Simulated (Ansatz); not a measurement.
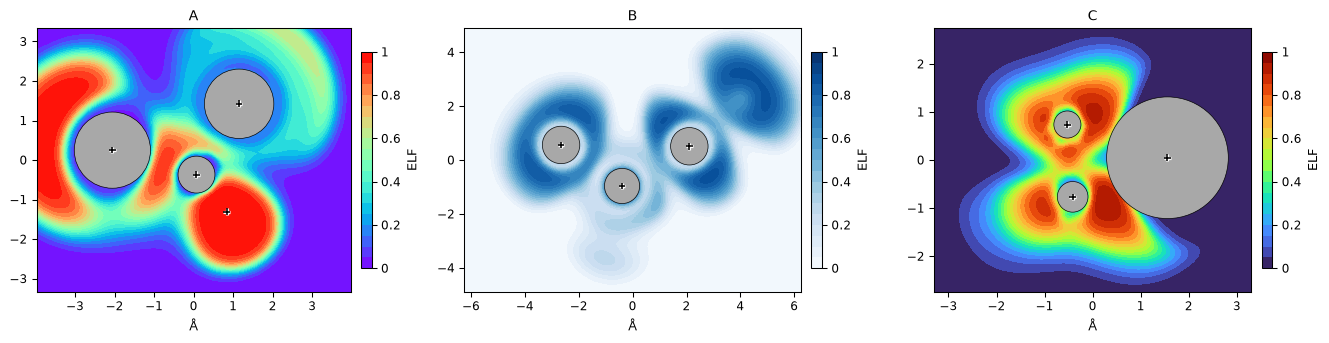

The ELF of 3 systems, each on a plane through atoms (crosses mark nuclei in the plane; grey discs cover the cores).

Computed with isolated molecule in a Gaussian basis; Kohn-Sham density functional theory, functional PBE0 in Ansatz.

System 1: H$_{2}$NNaO (SMILES [NH]1[OH+][Na-]1), the plane of atoms Na2, N1 and O3. Geometry: PBE0-D3(BJ)/def2-SVP.

```xyz
5

N    -0.7400   -0.6895   -0.6324
Na    0.5715   -1.1860    0.9751
O     0.4451    0.2421   -0.6848
H    -1.5135   -0.0162   -0.5901
H     0.7103    0.2141   -1.6090
```

System 2: I$_{4}$Sn, the plane of atoms I1, Sn5 and I2. Geometry: r2SCAN-D4/def2-SVP; core potentials replace the inner electrons of I and Sn.

```xyz
5

I     0.8034   -1.5775   -0.6689
I    -0.6401    0.6102    3.3074
I     0.0292    3.0952   -0.1597
I    -0.3829   -3.5617   -2.3189
Sn    0.8470    0.7769    1.0253
```

System 3: BHMgZn (triplet), the molecular plane. Geometry: B3LYP-D3(BJ)/def2-SVP.

```xyz
4

B    -0.1944    1.0466   -0.5349
Mg    0.4792    2.7867   -1.7311
Zn    0.3343    1.5131    1.4337
H    -0.7327   -0.0388   -0.5682
```

Q: Match each panel to its system.

A: Panel A is system 3, BHMgZn: the plane holds B, Mg, Zn and H. Zn–B (2.09 Å): the ELF peaks at about 0.70 in the valence shell of B, 0.8 Å from its nucleus, and is about 0.35 at the midpoint. Panel B is system 2, I$_{4}$Sn: the plane holds I and Sn. Sn–I (2.73 Å): the ELF peaks at about 0.70 in the valence shell of I, 1.2 Å from its nucleus, and drops to about 0.20 between the two atoms. Panel C is system 1, H$_{2}$NNaO: the plane holds N, Na and O. N–O (1.51 Å): the ELF peaks at about 0.85 between the atoms (localised, covalent bonding).
